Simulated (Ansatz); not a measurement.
# AlH3+ (doublet): wave-function methods side by side at distance Al1–H3 = 1.722 Å, cc-pVTZ

How much of the correlation energy of AlH3+ (doublet) does each wave-function method recover here?

The runs use Ansatz 0.2.0, Gaussian basis; cc-pVTZ, core rule «outside noble gas», up to 5 orbitals frozen.

The runs, in order: UHF; CCSD(T) on ROHF; CCSD(T) on UHF; BCCD(T) on ROHF; CCSDT(Q) on ROHF; CCSDT(Q) on UHF; CASSCF and MRCISD+Q, 3 electrons in 3 orbitals; CASSCF and NEVPT2, 3 electrons in 3 orbitals; Full CI.

20 further runs of the same task are left out: 20 for a known fault of the program.

## Step 1: The system

The geometry derives from a PBE0/def2-TZVP stationary point (not a proven minimum). One bond is set to the value named and the two fragments are kept rigid.

4 atoms, charge 1, spin multiplicity 2.

Atoms are counted from 1 here; the program's logs count them from 0.

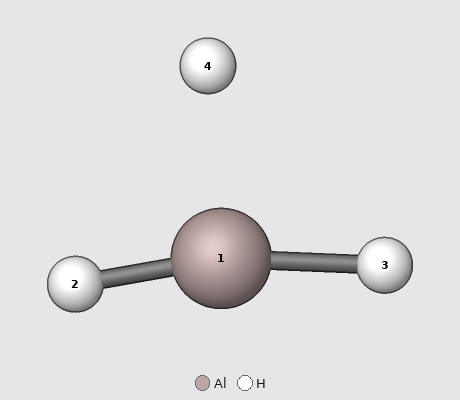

The structure; aluminium light grey, hydrogen white; atoms are numbered from 1 in the order of the file.

In the tables R marks a restricted open-shell determinant and U an unrestricted one; 'pair' is the active space of 3 electrons in 3 orbitals; energies count from the table's Hartree-Fock row.

## Step 2: UHF

in.yaml reads:

```yaml
crystal:
  periodic: [false, false, false]
  atoms:
    - {symbol: Al, position_ang: [0.000000, 0.056555, -0.005397]}
    - {symbol: H, position_ang: [0.000000, 0.225597, -1.556595]}
    - {symbol: H, position_ang: [0.000000, 0.243107, 1.706468]}
    - {symbol: H, position_ang: [0.000000, -1.982617, -0.005397]}
basis:
  gaussian: {orbitals: cc-pVTZ}
total_charge: 1
magnetization: {spin_polarized: true, initial_magnetization: 1}
hamiltonian: {xc: hf}
output: {orbitals: {seedname: orbitals}}
```

Run with:

```console
ansatz run in.yaml --threads 1 --pin off --events-out ev --progress --plain --max-ram 4096MiB --backend cpu
```

Log:

```text
Functional definition: HF
  name "HF"
  cite "Fock, Z. Phys. 61, 126 (1930) doi:10.1007/BF01340294"
  parent pbe
  exchange = exact_x
  correlation = 0
522 factors; their error is unknown
mean field evaluation 1: about -6619.0499 eV, gradient 7.2e0 eV
mean field evaluation 2: about -6619.8279 eV, gradient 3.0e0 eV
mean field evaluation 4: about -6620.0322 eV, gradient 2.2e-1 eV
mean field evaluation 8: about -6620.0340 eV, gradient 6.0e-2 eV
mean field -6620.12580555 eV, -243.2851360715 hartree, gradient 1.4e-5 eV, S^2 0.754935; 0 other end points of the search recorded, 0 dependent functions left out
reference -6620.12580555 eV, -243.2851360715 hartree; 8, 7 occupied and 68, 69 virtual orbitals, 522 factors
Total energy: -6620.12580555 eV, -243.2851360715 hartree
```

It took 0.27 s on 1 thread of AMD EPYC 7R13, shared host.

From the report: ⟨S²⟩ of the determinant 0.755 (pure doublet: 0.75).

## Step 3: CCSD(T) on ROHF

in.yaml, as its differences from that of step 2:

```diff
@@ -10,4 +10,4 @@
 total_charge: 1
-magnetization: {spin_polarized: true, initial_magnetization: 1}
-hamiltonian: {xc: hf}
-output: {orbitals: {seedname: orbitals}}
+magnetization: {spin_polarized: false, initial_magnetization: 1}
+correlation: {method: ccsd_t, electrons: outside_noble_gas}
+output: {forces: true}
```

The command is unchanged.

Log, cut to the lines that bear on the results:

```text
Functional definition: HF
  name "HF"
  cite "Fock, Z. Phys. 61, 126 (1930) doi:10.1007/BF01340294"
  parent pbe
[...]
441 factors; integrals over basis functions are off by at most 1.2e-3 eV
[...]
mean field -6620.10495081 eV, -243.2843696740 hartree, gradient 1.8e-6 eV, S^2 0.750000; 0 other end points of the search recorded, 0 dependent functions left out
5 core orbitals not correlated: weight in the atoms' cores, before any rotation towards them, 1.000 or more for the frozen orbitals, at most 0.000 for the correlated occupied ones
reference -6620.10495081 eV, -243.2843696740 hartree; 3, 2 occupied and 68, 69 virtual orbitals, 441 factors
second order -1.75821615 eV of doubles, -0.01033665 eV of singles
cycle   1  -2.10717300 eV  change   -3.4e-1 eV  update   5.2e-2
[...]
cycle  14  -2.30031987 eV  change    3.4e-7 eV  update   1.0e-6
perturbative correction -0.03332204 eV, -0.0012245623 hartree
[...]
Total energy: -6622.43859272 eV, -243.3701294324 hartree
Atom 0 at     0.000000     0.056555    -0.005397 Å, force     0.000000     0.244913     1.680747 eV/Å
Atom 1 at     0.000000     0.225597    -1.556595 Å, force    -0.000000     0.010417     0.033153 eV/Å
Atom 2 at     0.000000     0.243107     1.706468 Å, force     0.000000    -0.218396    -1.748000 eV/Å
Atom 3 at     0.000000    -1.982617    -0.005397 Å, force    -0.000000    -0.036933     0.034100 eV/Å
Dipole moment:     0.000000    -0.190231     0.000626 e Å
```

It took 7 s on 1 thread of AMD EPYC 7R13, shared host; peak memory 0.41 GiB.

From the report: correlation -2.3336 eV; T1 0.024; largest double amplitude 0.07.

## Step 4: CCSD(T) on UHF

in.yaml, as its differences from that of step 3:

```diff
@@ -10,3 +10,3 @@
 total_charge: 1
-magnetization: {spin_polarized: false, initial_magnetization: 1}
+magnetization: {spin_polarized: true, initial_magnetization: 1}
 correlation: {method: ccsd_t, electrons: outside_noble_gas}
```

Launched as before.

Log, cut to the lines that bear on the results:

```text
Functional definition: HF
  name "HF"
  cite "Fock, Z. Phys. 61, 126 (1930) doi:10.1007/BF01340294"
  parent pbe
[...]
441 factors; integrals over basis functions are off by at most 1.2e-3 eV
[...]
mean field -6620.12596720 eV, -243.2851420120 hartree, gradient 7.0e-6 eV, S^2 0.754935; 1 other end points of the search recorded, 0 dependent functions left out
determinant -6620.12596720 eV, -243.2851420120 hartree, with singles and doubles -6622.49108322 eV, -243.3720584227 hartree
determinant -6617.06592808 eV, -243.1726876487 hartree, with singles and doubles -6619.60528953 eV, -243.2660074607 hartree
5 core orbitals not correlated: weight in the atoms' cores, before any rotation towards them, 1.000 or more for the frozen orbitals, at most 0.000 for the correlated occupied ones
reference -6620.12596720 eV, -243.2851420120 hartree; 3, 2 occupied and 68, 69 virtual orbitals, 441 factors
second order -1.75440264 eV of doubles, -0.00000000 eV of singles
cycle   1  -2.26621276 eV  change   -1.7e-1 eV  update   2.0e-2
[...]
cycle  13  -2.27988892 eV  change    3.1e-7 eV  update   8.0e-7
perturbative correction -0.03295544 eV, -0.0012110902 hartree
[...]
Total energy: -6622.43881156 eV, -243.3701374745 hartree
Atom 0 at     0.000000     0.056555    -0.005397 Å, force    -0.000000     0.243795     1.679772 eV/Å
Atom 1 at     0.000000     0.225597    -1.556595 Å, force     0.000000     0.010717     0.033030 eV/Å
Atom 2 at     0.000000     0.243107     1.706468 Å, force    -0.000000    -0.218487    -1.747264 eV/Å
Atom 3 at     0.000000    -1.982617    -0.005397 Å, force     0.000000    -0.036024     0.034461 eV/Å
Dipole moment:    -0.000000    -0.190103     0.000757 e Å
```

It took 7.5 s on 1 thread of AMD EPYC 7R13, shared host; peak memory 0.41 GiB.

From the report: ⟨S²⟩ of the determinant 0.755 (pure doublet: 0.75); correlation -2.3128 eV; T1 0.017; largest double amplitude 0.07.

## Step 5: BCCD(T) on ROHF

in.yaml, as its differences from that of step 4:

```diff
@@ -10,4 +10,3 @@
 total_charge: 1
-magnetization: {spin_polarized: true, initial_magnetization: 1}
-correlation: {method: ccsd_t, electrons: outside_noble_gas}
-output: {forces: true}
+magnetization: {spin_polarized: false, initial_magnetization: 1}
+correlation: {method: bccd_t, electrons: outside_noble_gas}
```

Same command.

Log, cut to the lines that bear on the results:

```text
Functional definition: HF
  name "HF"
  cite "Fock, Z. Phys. 61, 126 (1930) doi:10.1007/BF01340294"
  parent pbe
[...]
441 factors; integrals over basis functions are off by at most 1.2e-3 eV
[...]
mean field -6620.10495081 eV, -243.2843696740 hartree, gradient 1.8e-6 eV, S^2 0.750000; 0 other end points of the search recorded, 0 dependent functions left out
5 core orbitals not correlated: weight in the atoms' cores, before any rotation towards them, 1.000 or more for the frozen orbitals, at most 0.000 for the correlated occupied ones
reference -6620.10495081 eV, -243.2843696740 hartree; 3, 2 occupied and 68, 69 virtual orbitals, 441 factors
second order -1.75821615 eV of doubles, -0.01033665 eV of singles
cycle   1  -2.11489225 eV  change   -3.5e-1 eV  update   5.3e-2
[...]
cycle  14  -2.29998785 eV  change    4.7e-7 eV  update   1.2e-6
perturbative correction -0.03441051 eV, -0.0012645630 hartree
Total energy: -6622.43934917 eV, -243.3701572313 hartree
```

Wall time 2.2 s (1 thread of AMD EPYC 7R13, shared host); peak memory 0.31 GiB.

From the report: correlation -2.3344 eV; largest double amplitude 0.07.

## Step 6: CCSDT(Q) on ROHF

in.yaml, as its differences from that of step 5:

```diff
@@ -11,2 +11,2 @@
 magnetization: {spin_polarized: false, initial_magnetization: 1}
-correlation: {method: bccd_t, electrons: outside_noble_gas}
+correlation: {method: ccsdt_q, electrons: outside_noble_gas}
```

Run with:

```console
ansatz run in.yaml --threads 2 --pin off --events-out ev --progress --plain --max-ram 24576MiB --backend cuda --devices 0, --max-vram 18GiB
```

Log, cut to the lines that bear on the results:

```text
Functional definition: HF
  name "HF"
  cite "Fock, Z. Phys. 61, 126 (1930) doi:10.1007/BF01340294"
  parent pbe
[...]
919 factors; integrals over basis functions are off by at most 2.0e-7 eV
[...]
mean field -6620.10495405 eV, -243.2843697932 hartree, gradient 1.6e-6 eV, S^2 0.750000; 0 other end points of the search recorded, 0 dependent functions left out
5 core orbitals not correlated: weight in the atoms' cores, before any rotation towards them, 1.000 or more for the frozen orbitals, at most 0.000 for the correlated occupied ones
reference -6620.10495405 eV, -243.2843697932 hartree; 3, 2 occupied and 68, 69 virtual orbitals, 919 factors
second order -1.75822722 eV of doubles, -0.01033663 eV of singles
cycle   1  -2.10716133 eV  change   -3.4e-1 eV  update   5.4e-2
[...]
cycle  19  -2.34622346 eV  change    4.1e-7 eV  update   2.0e-7
perturbative correction -0.00093775 eV, -0.0000344616 hartree
Total energy: -6622.45211526 eV, -243.3706263765 hartree
```

It took 7 s on 1 × H100 (card shared with other runs) with 2 threads of AMD EPYC 7R13, shared host; peak host memory 0.83 GiB.

From the report: correlation -2.3472 eV; T1 0.026; largest double amplitude 0.07.

## Step 7: CCSDT(Q) on UHF

in.yaml, as its differences from that of step 6:

```diff
@@ -10,3 +10,3 @@
 total_charge: 1
-magnetization: {spin_polarized: false, initial_magnetization: 1}
+magnetization: {spin_polarized: true, initial_magnetization: 1}
 correlation: {method: ccsdt_q, electrons: outside_noble_gas}
```

Launched as before.

Log, cut to the lines that bear on the results:

```text
Functional definition: HF
  name "HF"
  cite "Fock, Z. Phys. 61, 126 (1930) doi:10.1007/BF01340294"
  parent pbe
[...]
919 factors; integrals over basis functions are off by at most 2.0e-7 eV
[...]
mean field -6620.12597040 eV, -243.2851421295 hartree, gradient 6.6e-6 eV, S^2 0.754935; 1 other end points of the search recorded, 0 dependent functions left out
determinant -6620.12597040 eV, -243.2851421295 hartree, with singles and doubles -6622.49109406 eV, -243.3720588210 hartree
determinant -6617.06593130 eV, -243.1726877669 hartree, with singles and doubles -6619.60530307 eV, -243.2660079583 hartree
5 core orbitals not correlated: weight in the atoms' cores, before any rotation towards them, 1.000 or more for the frozen orbitals, at most 0.000 for the correlated occupied ones
reference -6620.12597040 eV, -243.2851421295 hartree; 3, 2 occupied and 68, 69 virtual orbitals, 919 factors
second order -1.75441368 eV of doubles, -0.00000000 eV of singles
cycle   1  -2.09136037 eV  change   -3.4e-1 eV  update   5.3e-2
[...]
cycle  17  -2.32528696 eV  change   -6.0e-7 eV  update   4.8e-7
perturbative correction -0.00094269 eV, -0.0000346430 hartree
Total energy: -6622.45220004 eV, -243.3706294920 hartree
```

It took 10 s on 1 × H100 (card shared with other runs) with 2 threads of AMD EPYC 7R13, shared host; peak host memory 0.87 GiB.

From the report: ⟨S²⟩ of the determinant 0.755 (pure doublet: 0.75); correlation -2.3262 eV; T1 0.019; largest double amplitude 0.07.

## Step 8: CASSCF and MRCISD+Q, 3 electrons in 3 orbitals

in.yaml, as its differences from that of step 7:

```diff
@@ -10,3 +10,3 @@
 total_charge: 1
-magnetization: {spin_polarized: true, initial_magnetization: 1}
-correlation: {method: ccsdt_q, electrons: outside_noble_gas}
+magnetization: {spin_polarized: false, initial_magnetization: 1}
+correlation: {method: fic_mrcisd_q, electrons: outside_noble_gas, active_space: {window: {electrons: 3, orbitals: 3}}}
```

The command is unchanged.

Log, cut to the lines that bear on the results:

```text
Functional definition: HF
  name "HF"
  cite "Fock, Z. Phys. 61, 126 (1930) doi:10.1007/BF01340294"
  parent pbe
[...]
441 factors; integrals over basis functions are off by at most 1.2e-3 eV
[...]
mean field -6620.10495081 eV, -243.2843696740 hartree, gradient 1.8e-6 eV, S^2 0.750000; 0 other end points of the search recorded, 0 dependent functions left out
reference -6620.10495081 eV, -243.2843696740 hartree; 8, 7 occupied and 68, 69 virtual orbitals, 441 factors
state -6620.61629260 eV, -243.3031611381 hartree
contracted CI cycle   1: correlation 0.00000000 eV, 0.0000000000 hartree, residual 1.05e1 eV
contracted CI cycle   2: correlation -1.64997443 eV, -0.0606354420 hartree, residual 2.76e0 eV
contracted CI cycle   3: correlation -1.74991752 eV, -0.0643082826 hartree, residual 7.93e-1 eV
contracted CI cycle   4: correlation -1.76189155 eV, -0.0647483202 hartree, residual 3.74e-1 eV
contracted CI cycle   5: correlation -1.76470794 eV, -0.0648518207 hartree, residual 1.60e-1 eV
contracted CI cycle   6: correlation -1.76520542 eV, -0.0648701025 hartree, residual 6.75e-2 eV
contracted CI cycle   7: correlation -1.76528324 eV, -0.0648729626 hartree, residual 2.90e-2 eV
contracted CI cycle   8: correlation -1.76529644 eV, -0.0648734477 hartree, residual 1.17e-2 eV
contracted CI cycle   9: correlation -1.76529882 eV, -0.0648735351 hartree, residual 4.96e-3 eV
contracted CI cycle  10: correlation -1.76529928 eV, -0.0648735521 hartree, residual 2.15e-3 eV
contracted CI cycle  11: correlation -1.76529936 eV, -0.0648735549 hartree, residual 7.66e-4 eV
state -6620.61629260 eV, -243.3031611381 hartree; corrected -6622.46642670 eV, -243.3711523121 hartree
Total energy: -6622.46642670 eV, -243.3711523121 hartree
```

Run time: 3.7 s. Hardware: 1 × H100 (card shared with other runs) with 2 threads of AMD EPYC 7R13, shared host; peak host memory 0.81 GiB.

From the report: 9 determinants; active occupations 1.96, 1.00, 0.04.

## Step 9: CASSCF and NEVPT2, 3 electrons in 3 orbitals

in.yaml, as its differences from that of step 8:

```diff
@@ -11,2 +11,2 @@
 magnetization: {spin_polarized: false, initial_magnetization: 1}
-correlation: {method: fic_mrcisd_q, electrons: outside_noble_gas, active_space: {window: {electrons: 3, orbitals: 3}}}
+correlation: {method: sc_nevpt2, electrons: outside_noble_gas, active_space: {window: {electrons: 3, orbitals: 3}}}
```

Launched as before.

Log:

```text
Functional definition: HF
  name "HF"
  cite "Fock, Z. Phys. 61, 126 (1930) doi:10.1007/BF01340294"
  parent pbe
  exchange = exact_x
  correlation = 0
441 factors; integrals over basis functions are off by at most 1.2e-3 eV
mean field evaluation 1: about -6619.0843 eV, gradient 8.5e0 eV
mean field evaluation 2: about -6619.0867 eV, gradient 8.5e0 eV
mean field evaluation 4: about -6620.1009 eV, gradient 8.6e-1 eV
mean field evaluation 8: about -6620.1050 eV, gradient 1.5e-3 eV
mean field -6620.10495081 eV, -243.2843696740 hartree, gradient 1.8e-6 eV, S^2 0.750000; 0 other end points of the search recorded, 0 dependent functions left out
reference -6620.10495081 eV, -243.2843696740 hartree; 8, 7 occupied and 68, 69 virtual orbitals, 441 factors
state -6620.61629260 eV, -243.3031611381 hartree
state -6620.61629260 eV, -243.3031611381 hartree; corrected -6621.90237009 eV, -243.3504236140 hartree
Total energy: -6621.90237009 eV, -243.3504236140 hartree
```

Wall time 3.3 s (1 × H100 (card shared with other runs) with 2 threads of AMD EPYC 7R13, shared host); peak host memory 0.79 GiB.

From the report: 9 determinants; active occupations 1.96, 1.00, 0.04.

## Step 10: Full CI

in.yaml, as its differences from that of step 9:

```diff
@@ -11,2 +11,2 @@
 magnetization: {spin_polarized: false, initial_magnetization: 1}
-correlation: {method: sc_nevpt2, electrons: outside_noble_gas, active_space: {window: {electrons: 3, orbitals: 3}}}
+correlation: {method: fci, electrons: outside_noble_gas}
```

Same command.

Log:

```text
Functional definition: HF
  name "HF"
  cite "Fock, Z. Phys. 61, 126 (1930) doi:10.1007/BF01340294"
  parent pbe
  exchange = exact_x
  correlation = 0
919 factors; integrals over basis functions are off by at most 2.0e-7 eV
mean field evaluation 1: about -6619.0841 eV, gradient 8.5e0 eV
mean field evaluation 2: about -6619.0867 eV, gradient 8.5e0 eV
mean field evaluation 4: about -6620.1009 eV, gradient 8.6e-1 eV
mean field evaluation 8: about -6620.1050 eV, gradient 1.5e-3 eV
mean field -6620.10495405 eV, -243.2843697932 hartree, gradient 1.6e-6 eV, S^2 0.750000; 0 other end points of the search recorded, 0 dependent functions left out
mean field evaluation 16: about -6620.1243 eV, gradient 2.2e-1 eV
5 core orbitals not correlated: weight in the atoms' cores, before any rotation towards them, 1.000 or more for the frozen orbitals, at most 0.000 for the correlated occupied ones
reference -6620.10495405 eV, -243.2843697932 hartree; 3, 2 occupied and 68, 69 virtual orbitals, 919 factors
state -6622.45250149 eV, -243.3706405701 hartree
Total energy: -6622.45250149 eV, -243.3706405701 hartree
```

Run time: 7.5 min. Hardware: 1 × H100 (card shared with other runs) with 2 threads of AMD EPYC 7R13, shared host; peak host memory 8.4 GiB.

From the report: 71,398,537 determinants, symmetry A'.

## Step 11: How many determinants matter

Natural occupations of the FCI state about the gap (report; correlated orbitals 1 to 10): 1.947, 1.926, 1.000, 0.045, 0.016, 0.013, 0.013, 0.009, 0.009, 0.005. The count of effectively unpaired electrons, Σ n²(2 − n)², is 1.04; a single determinant of this spin has 1.

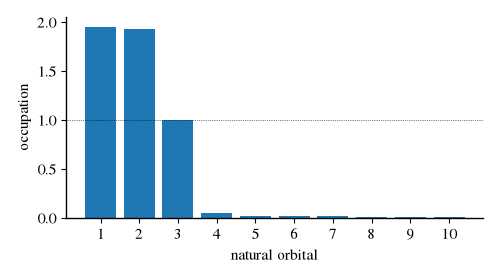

Natural occupations of the FCI state.

## Step 12: All levels against the top one

The yardstick is full CI for this spin, exact in this basis with these frozen cores. Rows without a time come out of other runs: HF, MP2 and CCSD of CCSD(T), CCSDT of CCSDT(Q), CASSCF and MRCISD of the multireference runs. The times of RCCSD(T), UCCSD(T) include forces.

```csv
method,energy from the lowest RHF (kJ/mol),from FCI (kJ/mol),time
RHF,0.0,+226.5,
UHF,-2.0,+224.5,
RMP2,-170.6,+55.9,
UMP2,-171.3,+55.2,
RCCSD,-221.9,+4.6,
UCCSD,-222.0,+4.5,
RCCSD(T),-225.2,+1.3,7 s
UCCSD(T),-225.2,+1.3,7.5 s
BCCD(T),-225.2,+1.3,2.2 s
RCCSDT,-226.4,+0.1,
UCCSDT,-226.4,+0.1,
RCCSDT(Q),-226.5,0.0,7 s (GPU)
UCCSDT(Q),-226.5,0.0,10 s (GPU)
CASSCF pair,-49.3,+177.2,
NEVPT2 pair,-173.4,+53.1,3.3 s (GPU)
MRCISD pair,-219.7,+6.8,
MRCISD+Q pair,-227.8,-1.3,3.7 s (GPU)
FCI,-226.5,0,7.5 min (GPU)
```

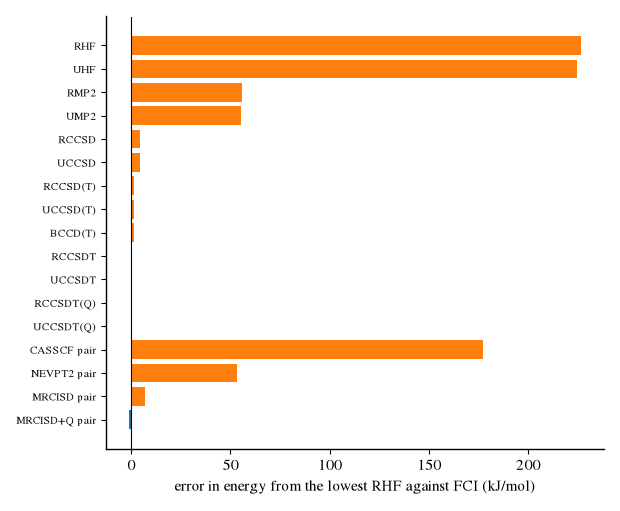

Error of each method against FCI.

Some runs used a GPU and others CPU threads alone; cost is compared among the GPU runs only.

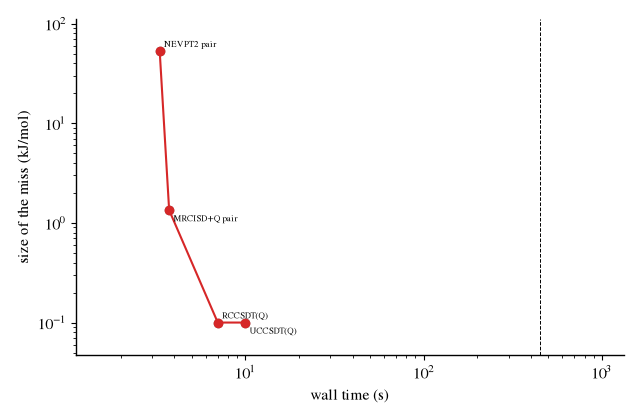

Accuracy for the time spent; red marks the levels that beat every quicker one drawn (of those quicker than the yardstick), and the dashed line is the time of FCI. Misses under 0.1 kJ/mol are drawn at that value. Times are from a shared host.

## Step 13: Summary of results

| quantity | value |
| --- | --- |
| FCI below the RHF energy | -2.3476 eV |
| RMP2 from FCI | +55.9 kJ/mol |
| UMP2 from FCI | +55.2 kJ/mol |
| RCCSD from FCI | +4.6 kJ/mol |
| RCCSD(T) from FCI | +1.3 kJ/mol |
| UCCSD(T) from FCI | +1.3 kJ/mol |
| RCCSDT(Q) from FCI | 0.0 kJ/mol |
| UCCSDT(Q) from FCI | 0.0 kJ/mol |
| NEVPT2 pair from FCI | +53.1 kJ/mol |
| MRCISD+Q pair from FCI | -1.3 kJ/mol |
| levels within 1 kcal/mol (43 meV) | RCCSD(T), UCCSD(T), BCCD(T), RCCSDT, UCCSDT, RCCSDT(Q), UCCSDT(Q), MRCISD+Q pair |
| T1 diagnostic | 0.024 |
| effectively unpaired electrons | 1.04 |

RCCSD(T) lands +1.3 kJ/mol from the yardstick (0.6 % of the correlation energy). MRCISD+Q pair falls below full CI: the +Q correction isn't variational, and the cores differ from full CI's. One determinant dominates. Of the multireference levels listed MRCISD+Q pair comes nearest in total energy (-1.3 kJ/mol), which doesn't show that its space is the better one. These misses are within one basis, not against nature; the frozen cores of restricted and unrestricted runs differ, which can shift their rows.

For cost: UCCSDT(Q) gets within 0.0 kJ/mol in 10 s, where FCI took 7.5 min; the quickest level in the cost chart, NEVPT2 pair, takes 3.3 s and misses by 53.1 kJ/mol.
